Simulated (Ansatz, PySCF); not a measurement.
SiH4 (SMILES [SiH4]) and H2Se (SMILES [SeH2]) are pulled apart as rigid monomers along the line of their centres of mass, from the B3LYP-D3(BJ)/def2-TZVP minimum. Starting geometry (charge 0, multiplicity 1):
| atom | x (Å) | y (Å) | z (Å) |
|---|---|---|---|
| Si | 0.1951 | -0.0097 | 0.0356 |
| H | -0.6141 | -1.1760 | 0.4501 |
| H | -0.4440 | 1.2378 | 0.5102 |
| H | 0.2729 | 0.0252 | -1.4451 |
| H | 1.5616 | -0.1160 | 0.5903 |
| Se | -0.1044 | 0.0270 | 3.9130 |
| H | 0.3149 | 1.4290 | 3.7707 |
| H | -1.4986 | 0.3788 | 3.6065 |

Interaction energies with rigid monomers; basis-set methods are counterpoise corrected unless marked otherwise.

Rows in 6-31G* carry no dispersion term and start afresh at each structure (6-31G* with six Cartesian d functions); the Pople sets are all-electron and without relativity.

Programs: Ansatz (a program for electronic structure); PySCF for 6-31G* rows, the dispersion terms. Each number belongs to the level named beside it.

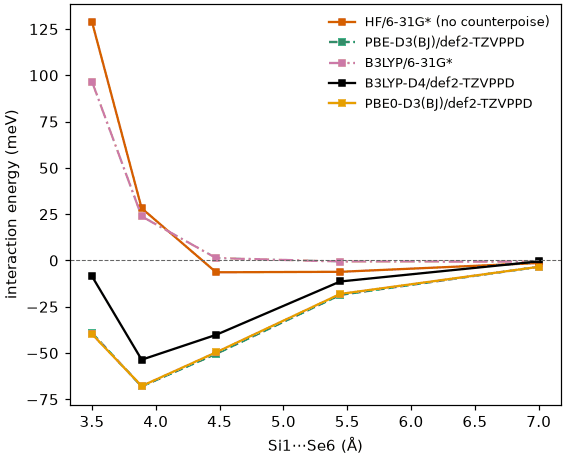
Figure. Interaction energy against separation

**Question.** Which level binds most strongly at Si1···Se6 = 3.89, and by how much?

**Answer.** PBE-D3(BJ)/def2-TZVPPD, -68 meV.
